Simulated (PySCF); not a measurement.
**Excited-state calculation, with input and output: C3H9NO2Si**

System: C3H9NO2Si.
Method: TDDFT PBE0/def2-SVPD, vertical, gas phase, core orbitals frozen in the response (PySCF 2.14.0).

The geometry comes from this level: GFN2-xTB.

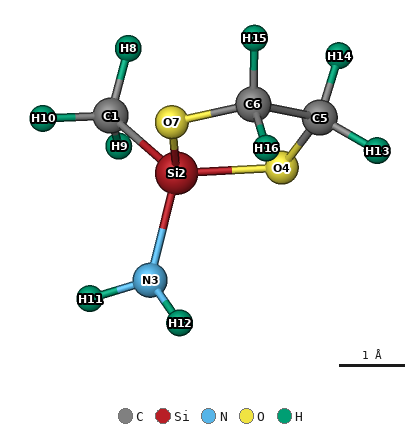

The input geometry (ball-and-stick view, seen at a tilt; atoms are numbered from 1 in the order of the input).

## Results in brief

| quantity | value |
| --- | --- |
| outcome | converged |
| total energy | −613.751334 hartree |
| HOMO | −7.40 eV |
| LUMO | 0.35 eV |
| dipole moment | 0.67 D |
| mean polarisability | 71.00 a.u. |
| lowest singlet excitation | 6.55 eV |
| hardware | 1 CPU thread, shared host |
| wall time | 55 s |
| peak memory | 0.85 GiB |

## Input
```
{"job": {"kind": "uv", "xc": "PBE0", "basis": "def2-SVPD", "nstates": 6, "ntriplets": 2}, "charge": 0, "multiplicity": 1}
C      1.946321    -1.108933    -0.114691
Si     0.573581     0.184028    -0.202494
N      1.209175     1.611200    -0.912715
O     -0.766317    -0.221843    -1.068110
C     -1.882398    -0.416505    -0.255909
C     -1.578229     0.179207     1.137819
O     -0.195689     0.324078     1.256197
H      1.589018    -2.068041     0.245004
H      2.382040    -1.257374    -1.095097
H      2.735049    -0.776890     0.549967
H      2.164887     1.871275    -0.755643
H      0.629572     2.416173    -1.081859
H     -2.744300     0.072368    -0.717233
H     -2.084778    -1.490411    -0.177057
H     -1.939094    -0.473433     1.936771
H     -2.046434     1.164045     1.243639
```

The first line tells a small driver script what to run in PySCF; the rest is the geometry in Å.

Run as:
```bash
OMP_NUM_THREADS=1 python <driver script> task.json out
```

## What the program printed
```
coarse grid: 13696 points
cycle   1  E = -613.5028111195  dE =  9.741e-01  |g| = 9.023e-01  |ddm| = 6.019e+00
cycle   2  E = -613.3300177271  dE =  1.728e-01  |g| = 1.312e+00  |ddm| = 2.886e+00
cycle   3  E = -613.6606515004  dE = -3.306e-01  |g| = 1.110e-01  |ddm| = 1.622e+00
cycle   4  E = -613.6628869454  dE = -2.235e-03  |g| = 4.297e-02  |ddm| = 1.834e-01
cycle   5  E = -613.6632926691  dE = -4.057e-04  |g| = 9.873e-03  |ddm| = 6.583e-02
cycle   6  E = -613.6633116758  dE = -1.901e-05  |g| = 3.192e-03  |ddm| = 1.755e-02
cycle   7  E = -613.6633140173  dE = -2.341e-06  |g| = 3.708e-04  |ddm| = 4.995e-03
final grid: 127312 points
cycle   8  E = -613.7513042753  dE = -2.820e-05  |g| = 1.207e-02  |ddm| = 1.234e-01
cycle   9  E = -613.7512729184  dE =  3.136e-05  |g| = 1.764e-02  |ddm| = 3.316e-02
cycle  10  E = -613.7513335910  dE = -6.067e-05  |g| = 1.272e-03  |ddm| = 1.989e-02
cycle  11  E = -613.7513339662  dE = -3.751e-07  |g| = 1.278e-04  |ddm| = 1.621e-03
cycle  12  E = -613.7513339699  dE = -3.764e-09  |g| = 3.256e-05  |ddm| = 3.762e-04
cycle  13  E = -613.7513339701  dE = -2.140e-10  |g| = 1.741e-05  |ddm| = 1.001e-04
```

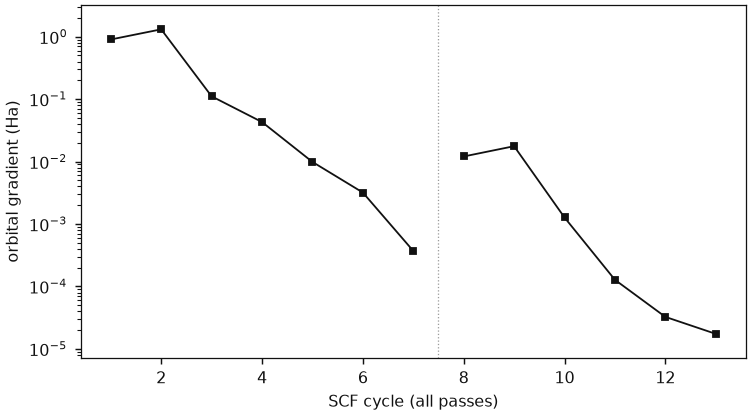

Convergence of the self-consistent field: orbital gradient against the SCF cycle. The dotted line marks the change from a coarse to the final integration grid. The first 7 cycles use a coarse grid, the final grid takes over at cycle 8, and the field converges after 13 cycles in all.

```
converged SCF energy = -613.7513339701

Static polarisability (au): isotropic 70.995, principal 63.086 69.425 80.474

Singlet excitations
state   eV       nm        f      main configurations
  1   6.5541    189.2   0.02351   H->L 0.94
  2   7.0849    175.0   0.01428   H-1->L 0.74, H->L+1 0.17
  3   7.4467    166.5   0.00395   H->L+1 0.58, H-2->L 0.20, H-1->L 0.17
  4   7.5187    164.9   0.02324   H-2->L 0.71, H->L+1 0.19
  5   7.7689    159.6   0.01325   H->L+2 0.91
  6   7.9398    156.2   0.01635   H-1->L+1 0.69, H->L+4 0.17

Triplet excitations (Tamm-Dancoff, eV): 6.2971 6.8589
```

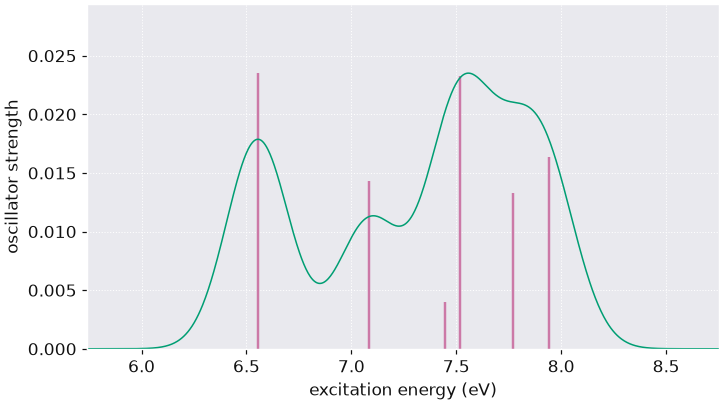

Computed excitations as sticks (degenerate states added up, dark ones marked on the axis), with a Gaussian envelope of 0.35 eV full width at half maximum, scaled to the tallest. Of the 6 states the lowest lies at 6.55 eV (f = 0.024); the strongest line is at 6.55 eV, or 189 nm (f = 0.024).

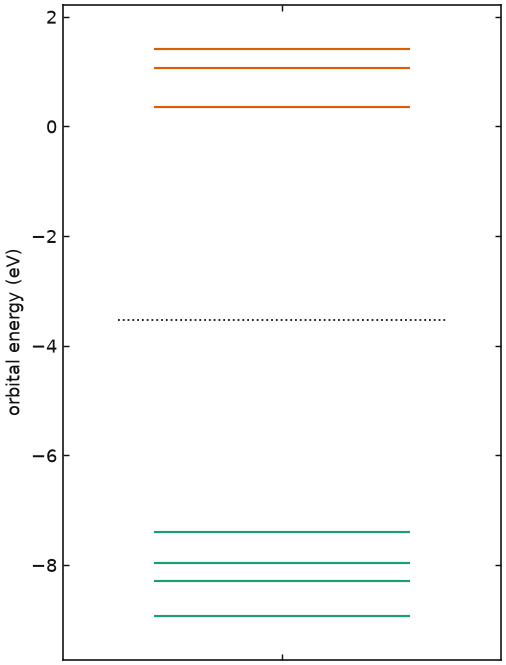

Orbital energies near the frontier; the dotted line parts filled from empty levels, and levels within 0.02 eV of each other stand side by side. Highest filled −7.40 eV, lowest empty 0.35 eV, 7.75 eV apart.
